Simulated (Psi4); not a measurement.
## S2F2 (charge −1): energy and gradient calculation (part 2 of 2)

S2F2 (Thio-thionyl fluoride), charge −1, multiplicity 2; CAM-B3LYP/def2-SVPD, UKS (Psi4 1.11). The geometry is that of the parent species in another charge or spin state. The geometry comes from this level: PBE0-D4/def2-TZVP.

Geometry of the input (Å):
```
F  0.7349  0.3368  1.1990
S  -0.4809  -0.0901  0.2407
F  0.3135  -1.3824  -0.2862
S  -0.5675  1.1357  -1.1536
```

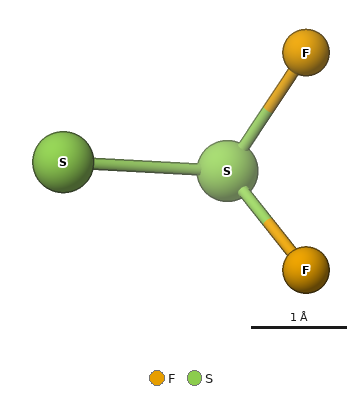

Fig. 1: The structure (ball-and-stick view, seen on its broad side).

Log, continued:
```
      26A      0.172279    27A      0.189502    28A      0.194115
      29A      0.206329    30A      0.222648    31A      0.227838
      32A      0.240868    33A      0.269352    34A      0.279882
      35A      0.295827    36A      0.312311    37A      0.330835
      38A      0.348716    39A      0.393947    40A      0.404913
      41A      0.409959    42A      0.416030    43A      0.425031
      44A      0.439367    45A      0.468207    46A      0.474845
      47A      0.496368    48A      0.529463    49A      0.541800
      50A      0.544576    51A      0.570448    52A      0.575189
      53A      0.580143    54A      0.626196    55A      0.758891
      56A      0.796961    57A      0.838053    58A      0.854558
      59A      0.856377    60A      0.882965    61A      0.890095
      62A      0.921519    63A      0.930691    64A      0.974386
      65A      1.002547    66A      1.028676    67A      1.042099
      68A      1.095217    69A      1.102181    70A      1.110264
      71A      1.116991    72A      1.227243    73A      1.249777
      74A      1.266994    75A      1.291239    76A      1.294513
      77A      1.299071    78A      1.321852    79A      1.365021
      80A      1.459559    81A      1.494099    82A      1.706725
      83A      1.735338    84A      1.770819    85A      1.864961
      86A      1.903430    87A      2.030479    88A      2.060869
      89A      2.418635    90A      2.455807    91A      3.564924
      92A      3.565008    93A      3.596183    94A      3.597513
      95A      3.599221    96A      3.610662    97A      3.620718
      98A      3.665145    99A      3.759859   100A      3.847266

    Final Occupation by Irrep:
              A
    DOCC [    25 ]
    SOCC [     1 ]
    NA   [    26 ]
    NB   [    25 ]

  @UKS Final Energy:  -995.62142014538256

   => Energetics <=

    Nuclear Repulsion Energy =            240.6710418100691129
    One-Electron Energy =               -1867.3973803808185039
    Two-Electron Energy =                 686.2001790903276515
    DFT Exchange-Correlation Energy =     -55.0952606649606977
    Empirical Dispersion Energy =           0.0000000000000000
    VV10 Nonlocal Energy =                  0.0000000000000000
    Total Energy =                       -995.6214201453825581

  UHF NO Occupations:
  HONO-2 :   24  A 1.9989934
  HONO-1 :   25  A 1.9989811
  HONO-0 :   26  A 1.0000000
  LUNO+0 :   27  A 0.0010189
  LUNO+1 :   28  A 0.0010066
  LUNO+2 :   29  A 0.0001733
  LUNO+3 :   30  A 0.0000929

Computation Completed

Properties will be evaluated at   0.000000,   0.000000,   0.000000 [a0]

Properties computed using the SCF density matrix

 Multipole Moments:

 ------------------------------------------------------------------------------------
     Multipole            Electronic (a.u.)      Nuclear  (a.u.)        Total (a.u.)
 ------------------------------------------------------------------------------------

 L = 1.  Multiply by 2.5417464519 to convert [e a0] to [Debye]
 Dipole X            :          1.4011154           -1.2613671            0.1397483
 Dipole Y            :         -1.6826447            1.2580585           -0.4245862
 Dipole Z            :          1.5501738           -1.0982994            0.4518743
 Magnitude           :                                                    0.6356048

 L = 2.  Multiply by 1.3450342976 to convert [e a0^2] to [Debye ang]
 Quadrupole XX       :        -80.9363244           48.3175884          -32.6187360
 Quadrupole XY       :         37.3632287          -36.5190475            0.8441812
 Quadrupole XZ       :        -54.3764486           52.9087942           -1.4676545
 Quadrupole YY       :       -170.6934841          135.4351416          -35.2583425
 Quadrupole YZ       :         47.9032495          -47.0892054            0.8140440
 Quadrupole ZZ       :       -160.1690801          125.2953531          -34.8737270
 Traceless XX        :         56.3299718          -54.6984393            1.6315325
 Traceless YY        :        -33.4271879           32.4191139           -1.0080740
 Traceless ZZ        :        -22.9027839           22.2793254           -0.6234585

 ------------------------------------------------------------------------------------
  Lowdin Charges: (a.u.)
   Center  Symbol    Alpha    Beta     Spin     Total
       1     F     4.86244  4.74545  0.11700 -0.60789
       2     S     8.05718  7.52716  0.53002  0.41566
       3     F     4.86245  4.74545  0.11701 -0.60790
       4     S     8.21792  7.98194  0.23598 -0.19987

  Total alpha = 26.00000, Total beta = 25.00000, Total charge = -1.00000

  Wiberg Bond Indices using Orthogonal Lowdin Orbitals:

  Total Bond Index:
  Irrep: 1 Size: 4 x 4

                 1                   2                   3                   4

    1     0.00000000000000     1.71204339777589     0.34256077330975     0.34831102012415
    2     1.71204339777589     0.00000000000000     1.71200638408987     2.77732268077577
    3     0.34256077330975     1.71200638408987     0.00000000000000     0.34830751229421
    4     0.34831102012415     2.77732268077577     0.34830751229421     0.00000000000000

  Alpha Contribution:
  Irrep: 1 Size: 4 x 4

                 1                   2                   3                   4

    1     0.00000000000000     0.87595008725335     0.17299725119537     0.16913169617074
    2     0.87595008725335     0.00000000000000     0.87592823307165     1.41213123252214
    3     0.17299725119537     0.87592823307165     0.00000000000000     0.16912940642972
    4     0.16913169617074     1.41213123252214     0.16912940642972     0.00000000000000

  Beta Contribution:
  Irrep: 1 Size: 4 x 4

                 1                   2                   3                   4

    1     0.00000000000000     0.83609331052254     0.16956352211438     0.17917932395341
    2     0.83609331052254     0.00000000000000     0.83607815101822     1.36519144825363
    3     0.16956352211438     0.83607815101822     0.00000000000000     0.17917810586450
    4     0.17917932395341     1.36519144825363     0.17917810586450     0.00000000000000

  Atomic Valences:

 #  #
 Irrep: 1
      1:    2.402915191209789
      2:    6.201372462641531
      3:    2.402874669693834
      4:    3.473941213194133

	total time  =         44 seconds =       0.73 minutes

         ------------------------------------------------------------
                                   SCF GRAD
         ------------------------------------------------------------

  ==> Geometry <==

    Molecular point group: c1
    Full point group: C1

    Geometry (in Bohr), charge = -1, multiplicity = 2:

       Center              X                  Y                   Z               Mass
    ------------   -----------------  -----------------  -----------------  -----------------
         F            1.640958920849     0.384969178212     2.485417876313    18.998403162730
         S           -0.656607899151    -0.421679311788     0.674455536313    31.972071174400
         F            0.844496050849    -2.863904661788    -0.321278953687    18.998403162730
         S           -0.820295969151     1.894709178212    -1.960427393687    31.972071174400

  Nuclear repulsion =  240.671041810069113

  ==> Basis Set <==

  Basis Set: DEF2-SVPD
    Blend: DEF2-SVPD
    Number of shells: 40
    Number of basis functions: 100
    Number of Cartesian functions: 108
    Spherical Harmonics?: true
    Max angular momentum: 2

  ==> DirectJKGrad: Integral-Direct SCF Gradients <==

    Gradient:                    1
    J tasked:                  Yes
    K tasked:                  Yes
    wK tasked:                 Yes
    Omega:               3.300E-01
    Integrals threads:           1
    Schwarz Cutoff:          1E-12

  ==> DFT Potential <==

   => LibXC <=

    Version 7.1.2

   => Composite Functional: CAM-B3LYP <=

    CAM-B3LYP Hyb-GGA Exchange-Correlation Functional

    Deriv               =              1
    GGA                 =           TRUE
    Meta                =          FALSE

    Exchange Hybrid     =           TRUE
    MP2 Hybrid          =          FALSE

   => Exchange Functionals <=

    0.3500         Becke 88 [omega = 0.3300]
    0.4600   Short-range recipe for B88 functional - erf [omega = 0.3300]

   => Exact (HF) Exchange <=

    0.4600            HF,LR [omega = 0.3300]
    0.1900               HF

   => Correlation Functionals <=

    0.1900   Vosko, Wilk & Nusair (VWN5)
    0.8100   Lee, Yang & Parr

   => LibXC Density Thresholds  <==

    XC_HYB_GGA_XC_CAM_B3LYP:  1.00E-14

   => Molecular Quadrature <=

    Radial Scheme          =       TREUTLER
    Pruning Scheme         =           NONE
    Nuclear Scheme         =       TREUTLER

    Blocking Scheme        =         OCTREE
    BS radius alpha        =              1
    Pruning alpha          =              1
    Radial Points          =             99
    Spherical Points       =            590
    Total Points           =         226780
    Total Blocks           =           1739
    Max Points             =            256
    Max Functions          =             98
    Weights Tolerance      =       1.00E-15

  -Total Gradient:
     Atom            X                  Y                   Z
    ------   -----------------  -----------------  -----------------
       1       -0.087588980521    -0.004335535960    -0.039395716321
       2        0.164629558848    -0.012543886806    -0.032196994397
       3       -0.071344937071     0.061918596725     0.017841612119
       4       -0.005687387804    -0.045062560398     0.053775841590

	total time  =         24 seconds =       0.40 minutes

    Psi4 run time: 0:01:08.58
```

File result.json:
```
{
 "driver": "gradient",
 "model": {
  "method": "cam-b3lyp",
  "basis": "def2-SVPD"
 },
 "success": true,
 "return_result": [-0.0875889805209922, -0.004335535959945375, -0.03939571632084224, 0.164629558848077, -0.01254388680625329, -0.03219699439730517, -0.07134493707091068, 0.06191859672508025, 0.017841612118743983, -0.005687387803613074, -0.045062560397792134, 0.053775841589965956],
 "properties": {
  "calcinfo_nbasis": 100,
  "calcinfo_nmo": 100,
  "calcinfo_nalpha": 26,
  "calcinfo_nbeta": 25,
  "calcinfo_natom": 4,
  "nuclear_repulsion_energy": 240.6710418100691,
  "return_energy": -995.6214201453826,
  "return_gradient": [-0.0875889805209922, -0.004335535959945375, -0.03939571632084224, 0.164629558848077, -0.01254388680625329, -0.03219699439730517, -0.07134493707091068, 0.06191859672508025, 0.017841612118743983, -0.005687387803613074, -0.045062560397792134, 0.053775841589965956],
  "scf_one_electron_energy": -1867.3973803808185,
  "scf_two_electron_energy": 686.2001790903277,
  "scf_xc_energy": -55.0952606649607,
  "scf_dipole_moment": [0.13974828246980353, -0.42458616012322703, 0.451874342710608],
  "scf_total_energy": -995.6214201453826,
  "scf_total_gradient": [-0.0875889805209922, -0.004335535959945375, -0.03939571632084224, 0.164629558848077, -0.01254388680625329, -0.03219699439730517, -0.07134493707091068, 0.06191859672508025, 0.017841612118743983, -0.005687387803613074, -0.045062560397792134, 0.053775841589965956],
  "scf_iterations": 14
 }
}
```

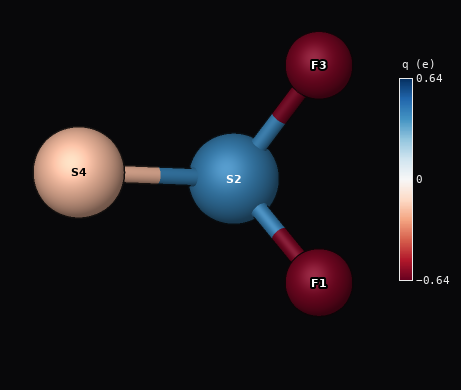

Fig. 2: Löwdin charges, as the colour of each atom (ball-and-stick view, seen on its broad side; atoms are numbered from 1 in the order of the input). By element: F −0.61 and S −0.20 to +0.42 e.

Results in brief:

```csv
quantity,value
outcome,converged
total energy,−995.621420 hartree
basis functions,100
largest force,8.650 eV/Å
⟨S²⟩,0.755
wall time,71 s
peak memory,1.1 GiB
```

Notes:

Further notes kept with the run: unbound anion.
